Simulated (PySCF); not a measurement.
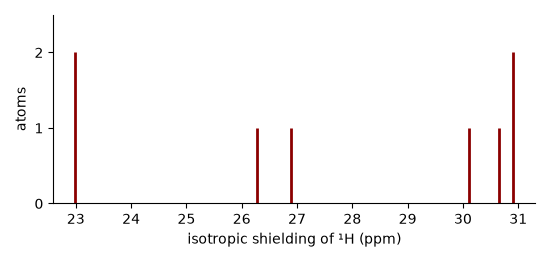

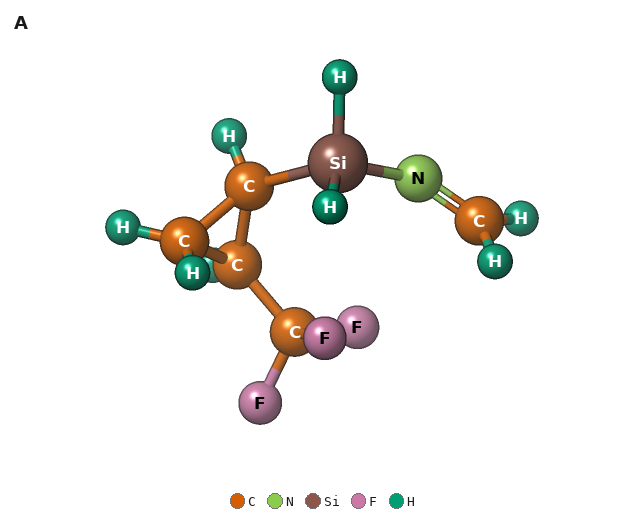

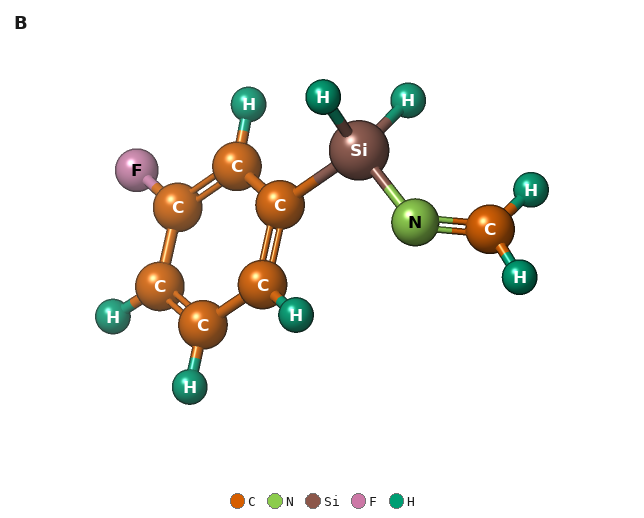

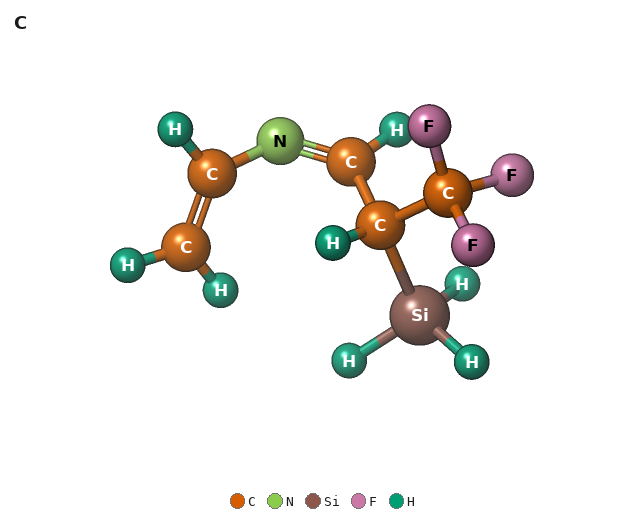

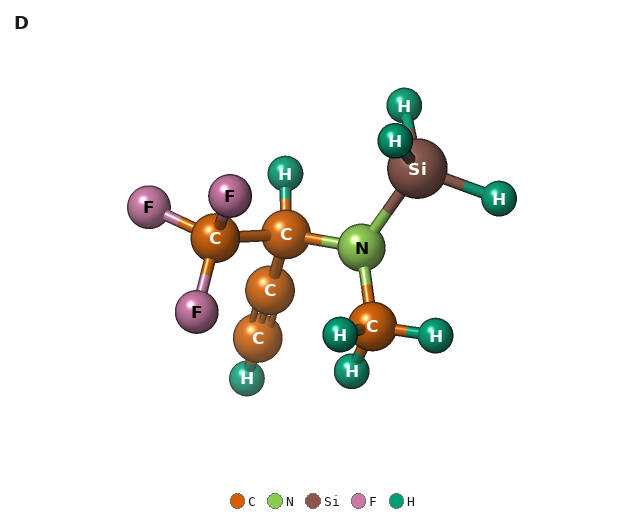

The sticks are computed shieldings of one of the molecules, for one fixed geometry (GFN2-xTB) without averaging over rotations. Low shielding means a high chemical shift. Method: GIAO PBE0/pcSseg-1 NMR shielding, non-relativistic, gas phase (PySCF 2.14.0).

Question: Match the spectrum to a structure.

Answer: A, `C=N[SiH2][C@@H]1C[C@@H]1C(F)(F)F`. Its 8 H atoms give lines at 22.99 (2 atoms), 26.28, 26.90, 30.11, 30.65, 30.91 (2 atoms) ppm.

The geometry is semi-empirical. Around Si such bond lengths and angles can be off by a tenth of an ångström or more and by several degrees, and values that hang on the shape move with them.
